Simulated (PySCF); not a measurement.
**Single-point calculation, with input and output: CH₆NPSi (charge +1)**

- system: CH₆NPSi, charge +1, multiplicity 2
- method: PBE0/def2-SVPD, UKS (PySCF 2.14.0)

The geometry is that of the parent species in another charge or spin state. The geometry comes from this level: PBE0-D4/def2-TZVP.

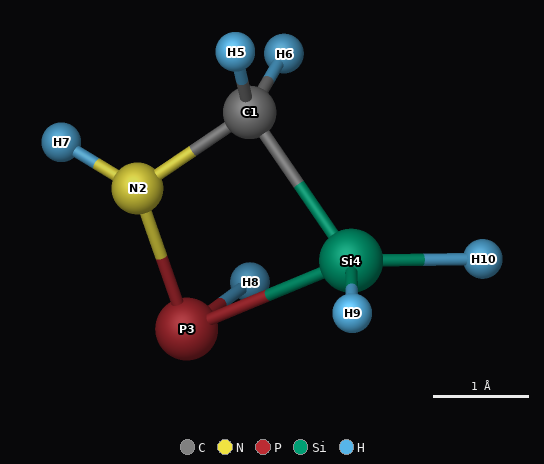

*The structure (ball-and-stick view, seen at a tilt; atoms are numbered from 1 in the order of the input).*

### Summary

| quantity | value |
| --- | --- |
| outcome | converged |
| total energy | −726.346620 hartree |
| basis functions | 136 |
| ⟨S²⟩ | 0.759 |
| hardware | 1 thread of Arm Neoverse V2, 24 GiB of memory available, shared host |
| wall time | 65 s |
| peak memory | 0.86 GiB |

The record of the run, not the program, notes: dipole of an ion depends on the origin; logged alpha LUMO and gap are faulty.

### Input (input.py)
```python
from pyscf import gto, dft

mol = gto.M(
    atom=[
    ('C', (-0.518900, 0.753700, -0.280300)),
    ('N', (0.388700, 0.867200, 0.865200)),
    ('P', (0.973900, -0.716000, 1.275900)),
    ('Si', (0.382300, -0.797300, -0.907400)),
    ('H', (-0.525900, 1.647300, -0.910700)),
    ('H', (-1.554200, 0.512400, 0.003600)),
    ('H', (0.126500, 1.500500, 1.609100)),
    ('H', (-0.253100, -1.393600, 1.631500)),
    ('H', (1.493100, -0.499900, -1.848100)),
    ('H', (-0.429200, -1.925500, -1.435800)),
],
    max_memory=1860,
    charge=1,
    spin=1,
    basis='def2-svpd',
    verbose=4,
)

mf = dft.UKS(mol)
mf.xc = 'pbe0'
mf.conv_tol = 1e-10
mf.grids.level = 4
mf.kernel()
if not mf.converged:
    mf = mf.newton().run(mf.mo_coeff, mf.mo_occ)

e_final = mf.e_tot
print('E = %.10f Eh' % e_final)
```

Command:
```bash
OMP_NUM_THREADS=1 python input.py
```

### Log
```
PySCF version 2.14.0

[INPUT] num. atoms = 10
[INPUT] num. electrons = 47
[INPUT] charge = 1
[INPUT] spin (= nelec alpha-beta = 2S) = 1
[INPUT] symmetry False subgroup None
[INPUT] Mole.unit = angstrom
[INPUT] Symbol           X                Y                Z      unit          X                Y                Z       unit  Magmom
[INPUT]  1 C     -0.518900000000   0.753700000000  -0.280300000000 AA   -0.980578886037   1.424286580085  -0.529690232716 Bohr   0.0
[INPUT]  2 N      0.388700000000   0.867200000000   0.865200000000 AA    0.734536544618   1.638770495223   1.634991042974 Bohr   0.0
[INPUT]  3 P      0.973900000000  -0.716000000000   1.275900000000 AA    1.840404272714  -1.353043905189   2.411101562333 Bohr   0.0
[INPUT]  4 Si     0.382300000000  -0.797300000000  -0.907400000000 AA    0.722442297421  -1.506678639116  -1.714737485430 Bohr   0.0
[INPUT]  5 H     -0.525900000000   1.647300000000  -0.910700000000 AA   -0.993806968909   3.112945844996  -1.720973581641 Bohr   0.0
[INPUT]  6 H     -1.554200000000   0.512400000000   0.003600000000 AA   -2.937012342799   0.968295666227   0.006803014048 Bohr   0.0
[INPUT]  7 H      0.126500000000   1.500500000000   1.609100000000 AA    0.239050354757   2.835534049910   3.040758307038 Bohr   0.0
[INPUT]  8 H     -0.253100000000  -1.393600000000   1.631500000000 AA   -0.478289682127  -2.633522327194   3.083088172228 Bohr   0.0
[INPUT]  9 H      1.493100000000  -0.499900000000  -1.848100000000 AA    2.821550076588  -0.944674089670  -3.492402850809 Bohr   0.0
[INPUT] 10 H     -0.429200000000  -1.925500000000  -1.435800000000 AA   -0.811070452663  -3.638667652850  -2.713268769651 Bohr   0.0

nuclear repulsion = 222.369200817234
number of shells = 60
number of NR pGTOs = 204
number of NR cGTOs = 136
basis = def2-svpd
ecp = {}

******** <class 'pyscf.dft.uks.UKS'> ********
method = UKS
initial guess = minao
damping factor = 0
level_shift factor = 0
DIIS = <class 'pyscf.scf.diis.CDIIS'>
diis_start_cycle = 1
diis_space = 8
diis_damp = 0
SCF conv_tol = 1e-10
SCF conv_tol_grad = None
SCF max_cycles = 50
direct_scf = True
direct_scf_tol = 1e-13
number electrons alpha = 24  beta = 23
XC library pyscf.dft.libxc version 7.0.0
    S. Lehtola, C. Steigemann, M. J.T. Oliveira, and M. A.L. Marques.,  SoftwareX 7, 1–5 (2018)
XC functionals = pbe0
radial grids:
    Treutler-Ahlrichs [JCP 102, 346 (1995); DOI:10.1063/1.469408] (M4) radial grids

becke partition: Becke, JCP 88, 2547 (1988); DOI:10.1063/1.454033
pruning grids: <function nwchem_prune>
grids dens level: 4
symmetrized grids: False
atomic radii adjust function: <function treutler_atomic_radii_adjust>
small_rho_cutoff = 0
Set gradient conv threshold to 1e-05
tot grids = 208728
init E= -726.950425646255
  alpha nocc = 24  HOMO = -0.266533185993169  LUMO = -0.062231388159137
  beta  nocc = 23  HOMO = -0.288004408829159  LUMO = -0.26653318599317

WARN: HOMO -0.266533185993169 >= LUMO -0.26653318599317

cycle= 1 E= -726.321691652897  delta_E= 0.629  |g|= 0.174  |ddm|= 2.74
  alpha nocc = 24  HOMO = -0.513661934861297  LUMO = -0.250496416164279
  beta  nocc = 23  HOMO = -0.508052618632437  LUMO = -0.430024293376068
  HOMO = -0.508052618632  LUMO = -0.430024293376  gap/eV = 2.12326
cycle= 2 E= -726.320400074146  delta_E= 0.00129  |g|= 0.197  |ddm|= 0.72
  alpha nocc = 24  HOMO = -0.506267160765297  LUMO = -0.218043985143799
  beta  nocc = 23  HOMO = -0.490599045013348  LUMO = -0.406574211828919
  HOMO = -0.490599045013  LUMO = -0.406574211829  gap/eV = 2.28643
cycle= 3 E= -726.342608658428  delta_E= -0.0222  |g|= 0.0776  |ddm|= 0.418
  alpha nocc = 24  HOMO = -0.501833977066952  LUMO = -0.212028265621794
  beta  nocc = 23  HOMO = -0.478705673556788  LUMO = -0.393954516096761
  HOMO = -0.478705673557  LUMO = -0.393954516097  gap/eV = 2.30620
cycle= 4 E= -726.345700408291  delta_E= -0.00309  |g|= 0.0378  |ddm|= 0.127
  alpha nocc = 24  HOMO = -0.502458861257386  LUMO = -0.212884396002241
  beta  nocc = 23  HOMO = -0.480376765372464  LUMO = -0.394572435700033
  HOMO = -0.480376765372  LUMO = -0.3945724357  gap/eV = 2.33485
cycle= 5 E= -726.346345874851  delta_E= -0.000645  |g|= 0.0105  |ddm|= 0.054
  alpha nocc = 24  HOMO = -0.503084849412543  LUMO = -0.213244862585801
  beta  nocc = 23  HOMO = -0.480863670277771  LUMO = -0.393776251384586
  HOMO = -0.480863670278  LUMO = -0.393776251385  gap/eV = 2.36977
cycle= 6 E= -726.346454561716  delta_E= -0.000109  |g|= 0.00902  |ddm|= 0.028
  alpha nocc = 24  HOMO = -0.502092658470101  LUMO = -0.21303353048449
  beta  nocc = 23  HOMO = -0.480596051488107  LUMO = -0.393229613085121
  HOMO = -0.480596051488  LUMO = -0.393229613085  gap/eV = 2.37736
cycle= 7 E= -726.346520987778  delta_E= -6.64e-05  |g|= 0.00573  |ddm|= 0.0228
  alpha nocc = 24  HOMO = -0.501134503805782  LUMO = -0.21313636969914
  beta  nocc = 23  HOMO = -0.480769415835491  LUMO = -0.393241612000975
  HOMO = -0.480769415835  LUMO = -0.393241612001  gap/eV = 2.38175
cycle= 8 E= -726.346575381129  delta_E= -5.44e-05  |g|= 0.00382  |ddm|= 0.0293
  alpha nocc = 24  HOMO = -0.499784492827858  LUMO = -0.212956546362465
  beta  nocc = 23  HOMO = -0.480656390371337  LUMO = -0.393048965029924
  HOMO = -0.480656390371  LUMO = -0.39304896503  gap/eV = 2.38392
cycle= 9 E= -726.346605510526  delta_E= -3.01e-05  |g|= 0.0021  |ddm|= 0.0254
  alpha nocc = 24  HOMO = -0.498772698949026  LUMO = -0.212901692973563
  beta  nocc = 23  HOMO = -0.480716777413732  LUMO = -0.393095332620925
  HOMO = -0.480716777414  LUMO = -0.393095332621  gap/eV = 2.38430
cycle= 10 E= -726.346618142129  delta_E= -1.26e-05  |g|= 0.000728  |ddm|= 0.0219
  alpha nocc = 24  HOMO = -0.498234017888654  LUMO = -0.212848707875536
  beta  nocc = 23  HOMO = -0.480685047332423  LUMO = -0.39309585188382
  HOMO = -0.480685047332  LUMO = -0.393095851884  gap/eV = 2.38342
cycle= 11 E= -726.346619872867  delta_E= -1.73e-06  |g|= 0.000124  |ddm|= 0.00998
  alpha nocc = 24  HOMO = -0.498188067970085  LUMO = -0.212844296108002
  beta  nocc = 23  HOMO = -0.480666536969461  LUMO = -0.393108038895154
  HOMO = -0.480666536969  LUMO = -0.393108038895  gap/eV = 2.38259
cycle= 12 E= -726.34661991149  delta_E= -3.86e-08  |g|= 5.29e-05  |ddm|= 0.000948
  alpha nocc = 24  HOMO = -0.498185755519597  LUMO = -0.212851132472371
  beta  nocc = 23  HOMO = -0.480672834207862  LUMO = -0.39310796198823
  HOMO = -0.480672834208  LUMO = -0.393107961988  gap/eV = 2.38276
cycle= 13 E= -726.346619916653  delta_E= -5.16e-09  |g|= 2.87e-05  |ddm|= 0.00031
  alpha nocc = 24  HOMO = -0.498178403053174  LUMO = -0.212847582210938
  beta  nocc = 23  HOMO = -0.480668708761204  LUMO = -0.393105014740363
  HOMO = -0.480668708761  LUMO = -0.39310501474  gap/eV = 2.38273
cycle= 14 E= -726.346619917638  delta_E= -9.85e-10  |g|= 1.22e-05  |ddm|= 0.000101
  alpha nocc = 24  HOMO = -0.498176214742256  LUMO = -0.212848276915902
  beta  nocc = 23  HOMO = -0.480670830037613  LUMO = -0.393103701193111
  HOMO = -0.480670830038  LUMO = -0.393103701193  gap/eV = 2.38282
cycle= 15 E= -726.346619917821  delta_E= -1.83e-10  |g|= 6.9e-06  |ddm|= 7.62e-05
  alpha nocc = 24  HOMO = -0.498176644182029  LUMO = -0.212848522080964
  beta  nocc = 23  HOMO = -0.480671031126563  LUMO = -0.39310453198503
  HOMO = -0.480671031127  LUMO = -0.393104531985  gap/eV = 2.38281
cycle= 16 E= -726.34661991787  delta_E= -4.9e-11  |g|= 3.43e-06  |ddm|= 2.27e-05
  alpha nocc = 24  HOMO = -0.498176477359409  LUMO = -0.212848374056718
  beta  nocc = 23  HOMO = -0.480670650109905  LUMO = -0.393103997972846
  HOMO = -0.48067065011  LUMO = -0.393103997973  gap/eV = 2.38281
```

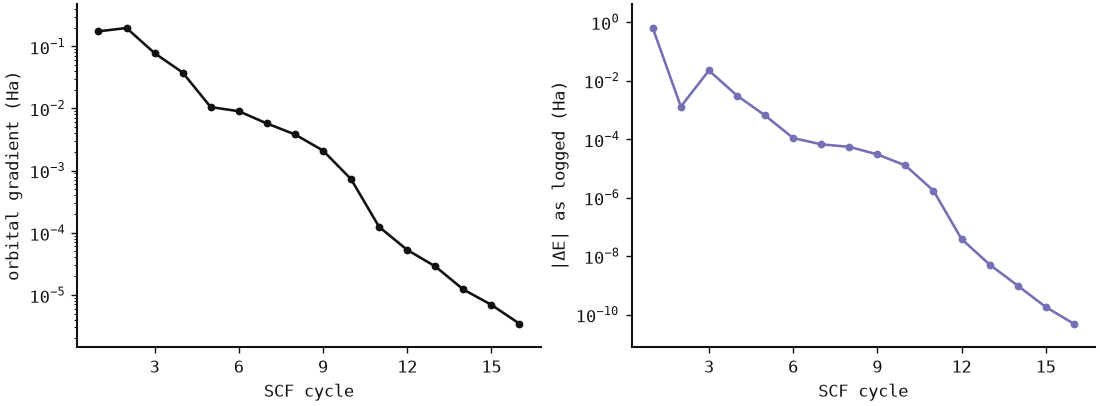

*Convergence of the self-consistent field: orbital gradient and size of the energy change against the SCF cycle.*

The residual falls almost steadily, with no more than small rises.

```
Extra cycle  E= -726.346619917864  delta_E= 6.25e-12  |g|= 5.33e-06  |ddm|= 1.23e-05
converged SCF energy = -726.346619917864  <S^2> = 0.75911216  2S+1 = 2.0090915
E = -726.3466199179 Eh
```
